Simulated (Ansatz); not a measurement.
Single-point calculation of Si2H6F2

System: Si2H6F2.
Method: RKS PBE0-D4/def2-TZVPP (Ansatz 0.2.0).

The geometry is the reactant side of a reaction. The reaction was set up to form Si1–H7 and Si2–H6 and to break Si1–Si2 and H6–H7 (atoms counted from 1 in the order of the input); sticks are drawn by distance alone. The geometry comes from this level: PBE0-D4/def2-TZVP.

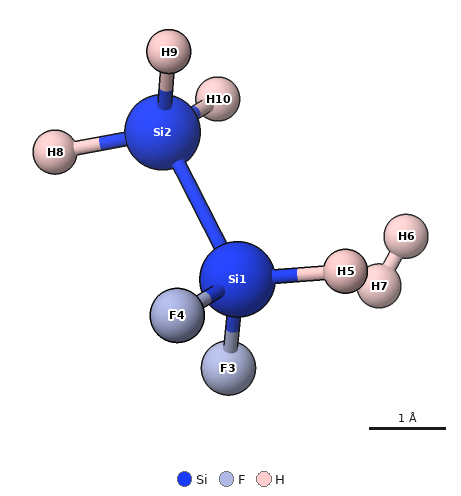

The input geometry (ball-and-stick view, seen at a tilt; atoms are numbered from 1 in the order of the input). Bond lengths as drawn: F–Si 1.59 Å, H–H 0.75 Å, H–Si 1.48 to 1.49 Å and Si–Si 2.34 Å.

### Input file
```yaml
crystal:
  periodic: [false, false, false]
  atoms:
    - {symbol: Si, position_ang: [-0.866003, 0.659176, -0.494691]}
    - {symbol: Si, position_ang: [0.559443, -1.176635, -0.785925]}
    - {symbol: F, position_ang: [-1.748698, 0.451311, 0.816390]}
    - {symbol: F, position_ang: [-1.876968, 0.739055, -1.724065]}
    - {symbol: H, position_ang: [-0.208994, 1.981947, -0.379798]}
    - {symbol: H, position_ang: [1.139077, 1.054729, 2.499455]}
    - {symbol: H, position_ang: [0.407526, 0.965425, 2.619739]}
    - {symbol: H, position_ang: [-0.239308, -2.425430, -0.881685]}
    - {symbol: H, position_ang: [1.340645, -0.985005, -2.036072]}
    - {symbol: H, position_ang: [1.493181, -1.264671, 0.366551]}
basis:
  gaussian: {orbitals: def2-TZVPP}
hamiltonian: {xc: pbe0, dispersion: d4}
output: {orbitals: {seedname: orbitals}}
```

Machine: 4 threads of Arm Neoverse V1, 23 GiB of memory available, shared host.

Command:
```bash
ansatz run in.yaml --threads 4 --pin off --events-out ev --progress --plain --max-ram 9574MiB
```

### Log
```
Functional definition: PBE0
  name "PBE0"
  cite "Adamo & Barone, J. Chem. Phys. 110, 6158 (1999) doi:10.1063/1.478522"
  cite "Perdew, Burke & Ernzerhof, Phys. Rev. Lett. 77, 3865 (1996) doi:10.1103/PhysRevLett.77.3865"
  parent pbe
  parameter a = 0.25
  parameter kappa = 0.804
  parameter beta = 0.06672455060314922
  exchange = (1 - a)*pbe_x(kappa = kappa, mu = beta*pi^2/3) + a*exact_x
  correlation = pbe_c(beta = beta)
1248 factors; their error is unknown
mean field evaluation 1: about -21277.8044 eV, gradient 4.2e1 eV
mean field evaluation 2: about -21274.8213 eV, gradient 6.4e1 eV
mean field evaluation 4: about -21280.2938 eV, gradient 8.7e-1 eV
mean field evaluation 8: about -21280.3488 eV, gradient 1.9e-1 eV
mean field evaluation 16: about -21280.3489 eV, gradient 1.0e-5 eV
mean field -21280.34886829 eV, -782.0383965710 hartree, gradient 1.0e-5 eV, S^2 0.000000; 0 other end points of the search recorded, 0 dependent functions left out
reference -21280.34890250 eV, -782.0383978282 hartree; 26, 26 occupied and 204, 204 virtual orbitals, 1248 factors
Total energy: -21280.49985825 eV, -782.0439453498 hartree
```

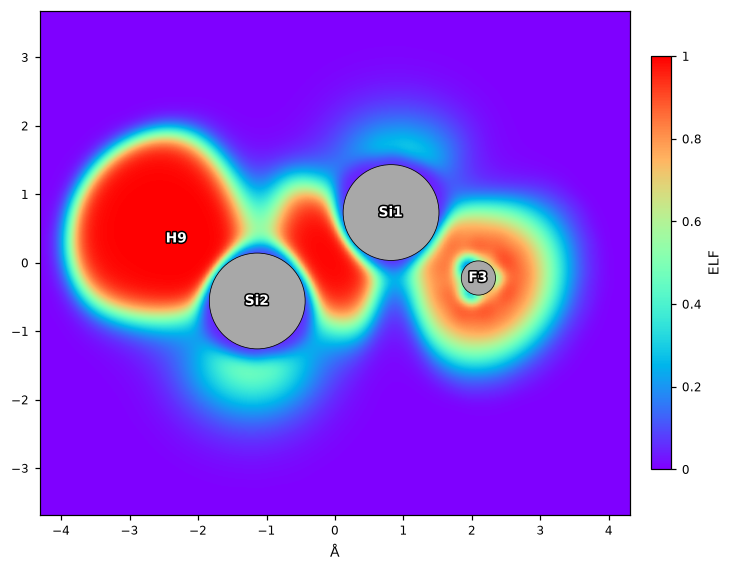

ELF on the plane of atoms Si2, Si1 and F3. Grey discs, where drawn, cover atomic cores. Si–F (1.59 Å): the ELF peaks at about 0.85 between the atoms. Si–Si (2.34 Å): the ELF peaks at about 1 between the atoms, which marks a covalent bond. Si–H (1.49 Å): the ELF climbs to about 1 towards the hydrogen, as it does in any bond to H.

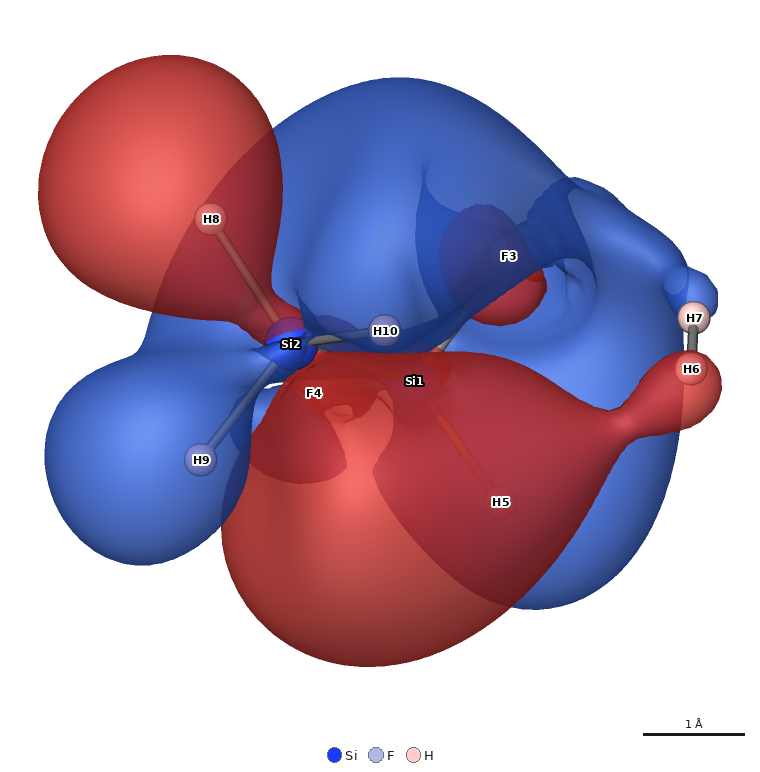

One frontier orbital at ±0.04 Å⁻³ᐟ² (red and blue are the two phases), seen from the side. The LUMO, at −0.45 eV.

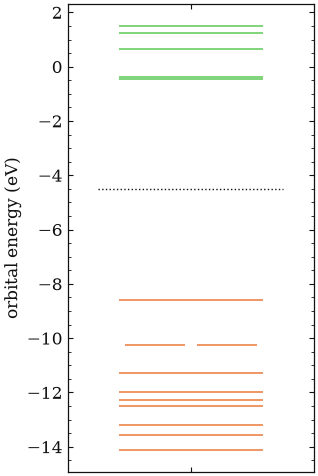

Orbital energies near the frontier; the dotted line parts filled from empty levels, and levels within 0.02 eV of each other stand side by side. Highest filled −8.58 eV, lowest empty −0.45 eV, 8.13 eV apart.

### Results in brief

```tsv
quantity	value
outcome	converged
total energy	−21280.4999 eV
mean-field energy	−21280.3489 eV
dispersion energy	−0.1510 eV
SCF solution under orbital rotations	stable
HOMO	−8.58 eV
LUMO	−0.45 eV
wall time	2.2 s (CPU time 7.9 s)
peak memory	0.51 GiB
```
